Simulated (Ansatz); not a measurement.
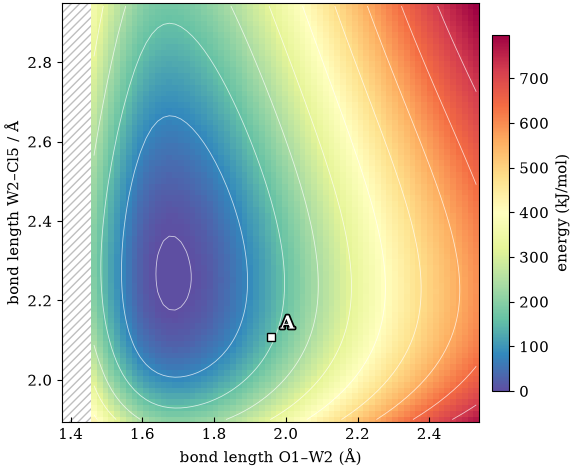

ClFOSW, SMILES [O]=[W]([F])(=[S])[Cl]. The first coordinate is: bond length O1–W2; the second: bond length W2–Cl5. Nothing is relaxed (all other coordinates rigid). The scan uses an 11 × 11 grid. At 11 points there is no value (left out of the scan, as a rule where atoms come close). Points are written as (first, second). Energies are in kJ/mol, from the lowest grid point. The reference is spin-restricted, which grows unreliable where a bond is stretched far. All numbers below come from Ansatz 0.2.0, RKS PBE0-D4/def2-SVP.

In the figure: a smooth colour map with a few white contour lines, hatched blanks where no value was computed, the point A. Between grid points the surface is interpolated.

Q: Is A at rest? If not, where is it pushed?

A: A, at (1.958 Å, 2.108 Å), is not a stationary point. The computed force is 780 kJ/mol for each Å towards smaller values of bond length O1–W2 and 350 kJ/mol for each Å towards larger values of bond length W2–Cl5.
